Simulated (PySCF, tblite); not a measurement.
# C₃H₇BO₃Si: geometry, infrared bands and NMR shifts

What infrared bands and NMR shifts should C₃H₇BO₃Si (`OB1OCOC=C1[SiH3]`) show?

The runs use tblite 0.8.0 and PySCF 2.14.0, with density-fitted response routines of our own; the level of theory stands in each step. All values are computed, except where a source is named. Atoms are numbered from 0 throughout.

## (1) Starting geometry

15 atoms, charge 0, multiplicity 1; geometry from: force field or distance geometry start.

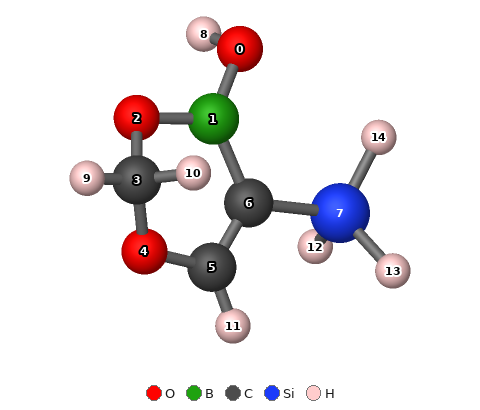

The starting geometry (oxygen red, boron green, carbon dark grey, silicon blue, hydrogen pink), atoms numbered.

## (2) Geometry optimisation with GFN2-xTB

What the job is given:

```
{"job": {"kind": "relax", "xc": "GFN2-xTB", "basis": "xTB"}, "charge": 0, "multiplicity": 1}
O     -0.235200     2.337100     0.495000
B     -0.621200     0.947400     0.240400
O     -1.994000     0.644600    -0.171000
C     -2.193200    -0.722800     0.050100
O     -1.313800    -1.454800    -0.761800
C      0.070600    -1.328300    -0.605500
C      0.469600    -0.146300    -0.101100
Si     2.279000     0.184400     0.189700
H     -0.355300     2.914700    -0.300300
H     -3.254200    -1.042500    -0.020200
H     -1.844300    -0.905900     1.112700
H      0.762400    -2.112500    -0.857100
H      2.873500     0.300300    -1.127400
H      2.875700    -1.003700     0.861800
H      2.475800     1.396200     0.973000
```

On the command line:

```sh
> OMP_NUM_THREADS=1 python probes_run.py task.json out
```

This one command runs all jobs of the session in turn.

Standard output:

```text
step      E/eV     max force
  0    -684.86195    2.916
  1    -685.28907    1.662
  2    -685.57754    1.673
  3    -685.67392    0.902
  4    -685.76567    0.582
  5    -685.79879    0.621
  6    -685.86458    0.795
  7    -685.92289    0.817
  8    -685.99042    0.809
  9    -686.04472    0.653
 10    -686.08582    0.727
 11    -686.13105    0.521
 12    -686.16030    0.493
 13    -686.18446    0.295
 14    -686.19358    0.302
 15    -686.21717    0.297
 16    -686.22606    0.249
 17    -686.23161    0.180
 18    -686.23572    0.184
 19    -686.24283    0.291
 20    -686.25012    0.237
 21    -686.25521    0.591
 22    -686.26021    0.172
 23    -686.26368    0.157
 24    -686.26670    0.149
 25    -686.26849    0.099
 26    -686.26953    0.071
 27    -686.27033    0.073
 28    -686.27144    0.087
 29    -686.27267    0.116
 30    -686.27394    0.121
 31    -686.27521    0.102
 32    -686.27654    0.092
 33    -686.27769    0.093
 34    -686.27839    0.065
 35    -686.27878    0.051
 36    -686.27918    0.049
 37    -686.27979    0.063
 38    -686.28054    0.081
 39    -686.28119    0.070
 40    -686.28161    0.043
 41    -686.28192    0.049
 42    -686.28225    0.051
 43    -686.28258    0.046
 44    -686.28286    0.046
 45    -686.28311    0.050
 46    -686.28341    0.052
 47    -686.28372    0.045
 48    -686.28397    0.045
 49    -686.28413    0.043
 50    -686.28427    0.042
 51    -686.28447    0.045
 52    -686.28477    0.052
 53    -686.28514    0.050
 54    -686.28551    0.066
 55    -686.28583    0.069
 56    -686.28608    0.053
 57    -686.28628    0.037
 58    -686.28643    0.033
 59    -686.28654    0.027
 60    -686.28664    0.028
 61    -686.28678    0.029
 62    -686.28694    0.032
 63    -686.28709    0.033
 64    -686.28725    0.037
 65    -686.28745    0.057
 66    -686.28774    0.065
 67    -686.28811    0.051
 68    -686.28841    0.043
 69    -686.28860    0.035
 70    -686.28877    0.034
 71    -686.28896    0.039
 72    -686.28911    0.029
 73    -686.28924    0.027
 74    -686.28938    0.031
 75    -686.28953    0.035
 76    -686.28970    0.034
 77    -686.28990    0.032
 78    -686.29008    0.030
 79    -686.29027    0.036
 80    -686.29040    0.027
 81    -686.29050    0.030
 82    -686.29058    0.033
 83    -686.29071    0.032
 84    -686.29088    0.033
 85    -686.29106    0.031
 86    -686.29120    0.026
 87    -686.29132    0.027
 88    -686.29150    0.044
 89    -686.29179    0.058
 90    -686.29218    0.056
 91    -686.29256    0.043
 92    -686.29287    0.044
 93    -686.29315    0.052
 94    -686.29343    0.047
 95    -686.29374    0.027
 96    -686.29394    0.030
 97    -686.29417    0.033
 98    -686.29446    0.040
 99    -686.29484    0.043
100    -686.29523    0.064
101    -686.29566    0.060
102    -686.29621    0.062
103    -686.29711    0.063
104    -686.29819    0.074
105    -686.29978    0.100
106    -686.30012    0.181
107    -686.30285    0.142
108    -686.30453    0.104
109    -686.30575    0.086
110    -686.30609    0.043
111    -686.30643    0.060
112    -686.30655    0.042
113    -686.30669    0.035
114    -686.30707    0.037
115    -686.30732    0.053
116    -686.30757    0.042
117    -686.30768    0.029
118    -686.30774    0.015
119    -686.30778    0.011
120    -686.30780    0.012
121    -686.30782    0.010
122    -686.30783    0.010
```

Run time: 1.2 s. Hardware: 1 thread of Arm Neoverse N1, shared host; peak memory 0.18 GiB.

Step by step: (not every step is listed)

```tsv
step	energy from step 0 (eV)	largest force (eV/Å)
0	0.0000	2.9158
1	-0.4271	1.6617
2	-0.7156	1.6734
3	-0.8120	0.9019
4	-0.9037	0.5823
5	-0.9368	0.6209
6	-1.0026	0.7952
7	-1.0609	0.8169
8	-1.1285	0.8088
18	-1.3738	0.1837
28	-1.4095	0.0866
38	-1.4186	0.0810
48	-1.4220	0.0447
58	-1.4245	0.0327
68	-1.4265	0.0432
78	-1.4281	0.0300
88	-1.4296	0.0437
98	-1.4325	0.0405
108	-1.4426	0.1043
117	-1.4457	0.0295
118	-1.4458	0.0153
119	-1.4458	0.0114
120	-1.4459	0.0118
121	-1.4459	0.0103
122	-1.4459	0.0100
```

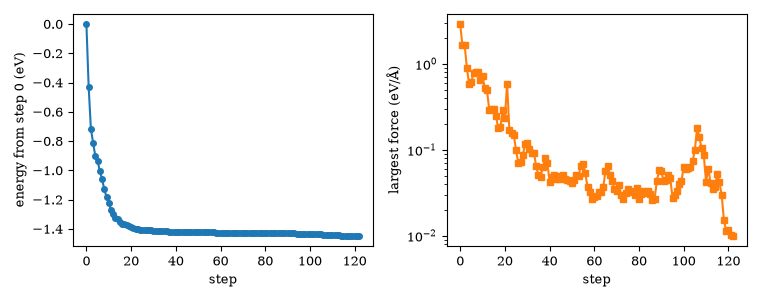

Energy and largest force along the relaxation.

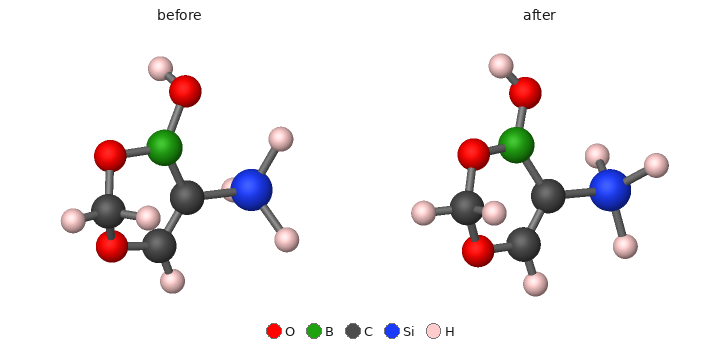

Before and after, at one scale.

Distances of close pairs at the start and the end, largest changes first:

```tsv
bond	before (Å)	after (Å)	change (Å)
O0–B1	1.465	1.344	-0.120
B1–O2	1.465	1.383	-0.082
O4–C5	1.399	1.364	-0.035
O0–H8	0.990	0.958	-0.032
B1–C6	1.582	1.557	-0.025
C3–H10	1.133	1.109	-0.024
Si7–H13	1.490	1.468	-0.021
Si7–H12	1.450	1.464	+0.014
```

The end geometry stands in the next job.

## (3) Harmonic vibrations with GFN2-xTB

What the job is given:

```
{"job": {"kind": "ir", "xc": "GFN2-xTB", "basis": "xTB"}, "charge": 0, "multiplicity": 1}
O     -0.163005     2.305037    -0.166073
B     -0.498788     1.008439    -0.053245
O     -1.837696     0.664021    -0.082612
C     -2.170781    -0.670024     0.113203
O     -1.281740    -1.608914    -0.430189
C      0.047865    -1.339834    -0.284044
C      0.557825    -0.134007    -0.017026
Si     2.397823     0.162176     0.150947
H     -0.908063     2.901951    -0.245661
H     -3.140668    -0.857600    -0.362569
H     -2.255108    -0.855924     1.203079
H      0.627948    -2.239353    -0.449578
H      2.865887     1.082598    -0.886357
H      3.071134    -1.135457     0.013198
H      2.682952     0.724880     1.475015
```

Standard output:

```text
mode    cm-1     km/mol
  1      76.1      0.89
  2      89.1      1.17
  3     140.7      2.59
  4     179.5      2.22
  5     194.6      0.90
  6     310.6     11.00
  7     329.2     10.60
  8     383.3     10.67
  9     493.4     13.36
 10     532.1     26.36
 11     546.0     39.21
 12     593.9     13.40
 13     597.6      4.30
 14     625.6    290.40
 15     740.5     34.00
 16     769.6    203.29
 17     780.9    149.14
 18     788.6    454.69
 19     853.9     10.95
 20     893.4    121.73
 21     957.7     68.60
 22    1005.4     31.72
 23    1057.5     29.46
 24    1082.0     28.63
 25    1131.8     29.95
 26    1208.0    570.17
 27    1243.8     81.16
 28    1277.3     95.06
 29    1330.9    294.10
 30    1364.6     25.76
 31    1467.9      0.86
 32    1623.3    398.10
 33    2218.9    333.14
 34    2235.2    312.57
 35    2261.7    249.13
 36    2776.3     93.93
 37    2938.3     31.19
 38    3031.5     33.51
 39    3610.1     17.40
```

Wall time 0.79 s (1 thread of Arm Neoverse N1, shared host); peak memory 0.18 GiB.

The strongest bands and the atoms that carry them (share of the mass-weighted mode):

```tsv
cm⁻¹	km/mol	atoms
626	290.4	B1 34 %, H8 33 %, C6 11 %
789	454.7	H13 32 %, H14 32 %, H12 24 %
1208	570.2	B1 32 %, O4 18 %, H11 15 %
1331	294.1	B1 55 %, C6 13 %, O0 11 %, H11 11 %
1623	398.1	C5 49 %, C6 46 %
2219	333.1	H13 96 %
2235	312.6	H14 94 %
2262	249.1	H12 95 %
```

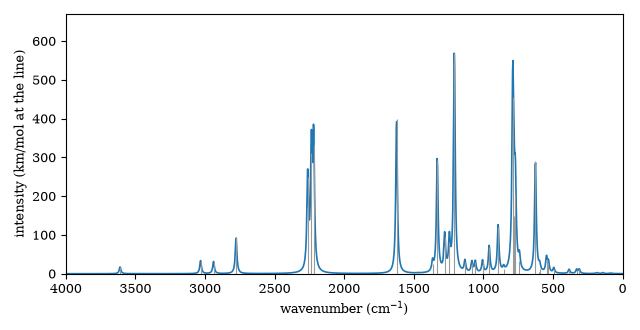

The infrared spectrum from these modes, unscaled. Lines are broadened to a width of 14 cm⁻¹ (Lorentzian).

## (4) NMR shieldings: PBE0/pcSseg-1

The job, as its differences from that of step 3:

```diff
@@ -1,2 +1,2 @@
-{"job": {"kind": "ir", "xc": "GFN2-xTB", "basis": "xTB"}, "charge": 0, "multiplicity": 1}
+{"job": {"kind": "nmr", "xc": "PBE0", "basis": "pcSseg-1"}, "charge": 0, "multiplicity": 1}
 O     -0.163005     2.305037    -0.166073
```

Method: GIAO PBE0/pcSseg-1 NMR shielding, non-relativistic, gas phase.

Standard output:

```text
coarse grid: 13568 points
cycle   1  E = -657.8171299798  dE =  1.312e+00  |g| = 9.315e-01  |ddm| = 3.520e+00
cycle   2  E = -657.6719637045  dE =  1.452e-01  |g| = 1.286e+00  |ddm| = 1.358e+00
cycle   3  E = -657.9719309583  dE = -3.000e-01  |g| = 1.107e-01  |ddm| = 8.519e-01
cycle   4  E = -657.9739922040  dE = -2.061e-03  |g| = 6.382e-02  |ddm| = 1.438e-01
cycle   5  E = -657.9748200661  dE = -8.279e-04  |g| = 1.641e-02  |ddm| = 5.726e-02
cycle   6  E = -657.9748712575  dE = -5.119e-05  |g| = 6.106e-03  |ddm| = 1.712e-02
cycle   7  E = -657.9748800332  dE = -8.776e-06  |g| = 8.504e-04  |ddm| = 5.314e-03
final grid: 127992 points
cycle   8  E = -658.0505231625  dE = -2.575e-05  |g| = 1.320e-02  |ddm| = 2.431e-02
cycle   9  E = -658.0504793700  dE =  4.379e-05  |g| = 2.042e-02  |ddm| = 1.928e-02
cycle  10  E = -658.0505532715  dE = -7.390e-05  |g| = 1.770e-03  |ddm| = 1.278e-02
cycle  11  E = -658.0505539690  dE = -6.975e-07  |g| = 3.664e-04  |ddm| = 1.651e-03
cycle  12  E = -658.0505539956  dE = -2.667e-08  |g| = 1.171e-04  |ddm| = 3.877e-04
cycle  13  E = -658.0505539987  dE = -3.073e-09  |g| = 2.295e-05  |ddm| = 1.106e-04
cycle  14  E = -658.0505539988  dE = -9.459e-11  |g| = 7.012e-06  |ddm| = 1.953e-05
converged SCF energy = -658.0505539988

GIAO shielding tensors (ppm)
atom      isotropic    diamagn.    paramagn.     s11        s22        s33       span
  0 O      224.963     385.934    -160.971    134.476    250.657    289.757    155.280
  1 B       77.079     194.758    -117.679     59.753     73.354     98.130     38.376
  2 O      200.414     396.591    -196.177     76.465    248.264    276.513    200.048
  3 C       94.505     240.327    -145.822     73.228     97.830    112.458     39.230
  4 O      157.137     397.494    -240.356     29.236    173.538    268.638    239.402
  5 C       12.509     252.064    -239.555   -108.915     52.274     94.167    203.081
  6 C       87.399     267.790    -180.391     -6.724     79.554    189.367    196.091
  7 Si     424.574     880.446    -455.872    397.151    412.238    464.334     67.184
  8 H       27.639      30.421      -2.782     21.364     23.742     37.810     16.446
  9 H       25.939      27.249      -1.311     21.167     25.887     30.762      9.596
 10 H       25.919      29.103      -3.184     21.071     25.894     30.793      9.722
 11 H       24.410      31.460      -7.050     20.972     24.345     27.913      6.941
 12 H       27.318      28.694      -1.375     23.952     25.799     32.205      8.253
 13 H       27.754      29.023      -1.269     24.731     26.316     32.215      7.484
 14 H       27.409      28.651      -1.242     24.108     25.648     32.469      8.361
```

It took 44 s on 1 thread of Arm Neoverse N1, shared host; peak memory 0.95 GiB.

The references, computed at this level on geometries of the same kind, shield at (ppm): ¹H TMS 31.72, ¹³C TMS 186.9, ²⁹Si TMS 349.2, ¹⁷O H2O 336.1, ¹¹B BF3·OEt2 100.1. Their shielding less the atom's gives the shift. The references are single molecules in the gas phase, so shifts against H2O, NH3, PH3, H3PO4 or CFCl3 are not on the usual liquid scales and can be off by tens of ppm. Atoms listed in one row are averaged.

```tsv
atoms	environment	σ (ppm)	δ (ppm)	δ scaled to CDCl3
C5	alkene carbon bearing oxygen	12.5	174.4	168.3
C6	β carbon of an enol-ether or enamine type C=C	87.4	99.5	95.2
C3	sp3 carbon bearing two oxygens	94.5	92.4	88.3
H11	hydrogen on an alkene carbon bearing oxygen	24.41	7.31	6.99
H9, H10	hydrogen on an sp3 carbon bearing two oxygens	25.93	5.79	5.56
H12, H13, H14	hydrogen on a silicon bonded to C	27.49	4.22	–
H8	hydrogen on an oxygen bonded to B	27.64	4.08	–
O4	ether oxygen	157.1	178.9	–
O2	oxygen bonded to C, B, in a 6-membered ring	200.4	135.7	–
O0	oxygen bonded to B, H	225.0	111.1	–
B1	boron bonded to C, 2 O, in a 6-membered ring	77.1	23.0	–
Si7	silicon bonded to C, 3 H	424.6	-75.4	–
```

The scaled column applies a straight-line fit of computed shieldings to shifts measured in CDCl3 (root-mean-square error 0.16 ppm for H, 1.9 ppm for C).

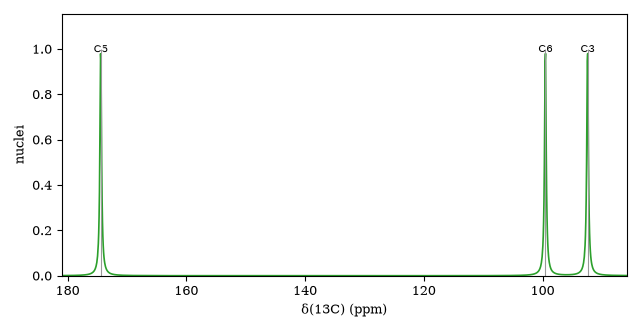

¹³C lines at the computed shifts, without couplings. Lines are broadened to a width of 0.33 ppm (Lorentzian).

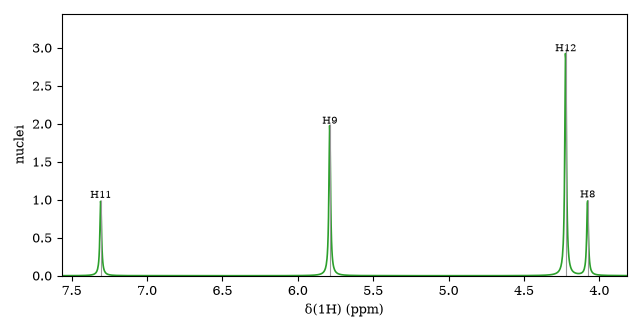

¹H lines at the computed shifts, without couplings. Lines are broadened to a width of 0.01 ppm (Lorentzian).

Charges from the same density, by scheme (e):

```tsv
atoms	Mulliken	IAO	Hirshfeld	ESP fit
O0	-0.39	-0.53	-0.25	-0.70
B1	0.67	0.48	0.22	0.91
O2	-0.51	-0.43	-0.19	-0.62
C3	0.33	0.14	0.08	0.44
O4	-0.46	-0.34	-0.11	-0.45
C5	0.23	0.11	0.05	0.35
C6	-0.73	-0.52	-0.21	-0.64
Si7	0.57	0.63	0.30	0.33
```

IAO charges:

O0 -0.53; B1 0.48; O2 -0.43; C3 0.14; O4 -0.34; C5 0.11; C6 -0.52; Si7 0.63; H8 0.37; H9 0.17; H10 0.12; H11 0.16; H12 -0.12; H13 -0.13; H14 -0.12

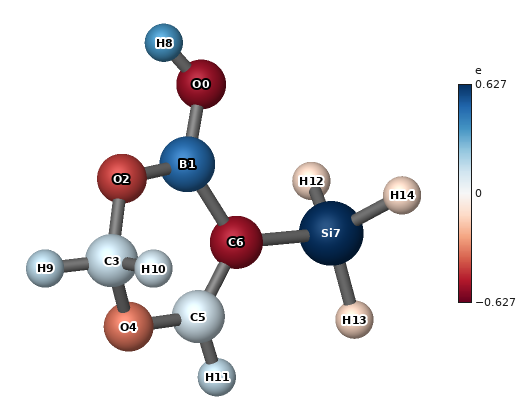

IAO charges, as colours on the atoms.

Mayer bond orders: O0–B1 1.26, B1–O2 1.09, O2–C3 0.94, C3–O4 0.92, O4–C5 1.04, C5–C6 1.79, C6–Si7 0.88, C6–B1 0.91.

Ring of atoms B1, O2, C3, O4, C5, C6: NICS(0) -0.4, NICS(1) -1.3, NICS(1)zz 1.6 ppm (means of both faces).

## (5) Summary of results

| quantity | value |
| --- | --- |
| strongest single infrared mode (GFN2-xTB) | 1208 cm⁻¹, 570 km/mol |
| zero-point energy (GFN2-xTB) | 62.5 kcal/mol |
| ¹³C shifts against TMS (PBE0/pcSseg-1) | 174.4, 99.5, 92.4 ppm |
| ¹H shifts against TMS (PBE0/pcSseg-1, means over atoms taken as alike) | 7.31, 5.79, 4.22, 4.08 ppm |
| ¹⁷O shifts against H2O (PBE0/pcSseg-1) | 178.9, 135.7, 111.1 ppm |
| ¹¹B shifts against BF3·OEt2 (PBE0/pcSseg-1) | 23.0 ppm |
| ²⁹Si shifts against TMS (PBE0/pcSseg-1) | -75.4 ppm |

**Reading.** Relaxing lowered the energy by 1.446 eV in 122 steps; the close pair that moved most is O0–B1, from 1.465 to 1.344 Å. All 39 modes are real, so the xTB geometry is a minimum. The strongest single mode, at 1208 cm⁻¹, has its largest shares on B1, O4 and H11 (the list is cut at 3 atoms). Unscaled tight-binding wavenumbers are off by several per cent, some by more. Its intensities can rank the bands wrongly. The most deshielded carbon is C5 (alkene carbon bearing oxygen), at 174.4 ppm: an sp2 carbon further deshielded by the attached heteroatom. The most deshielded hydrogen is H11 (hydrogen on an alkene carbon bearing oxygen), at 7.31 ppm: olefinic region. At PBE0/pcSseg-1: The largest span, 239 ppm, is at O4, where the paramagnetic term is -240 ppm.
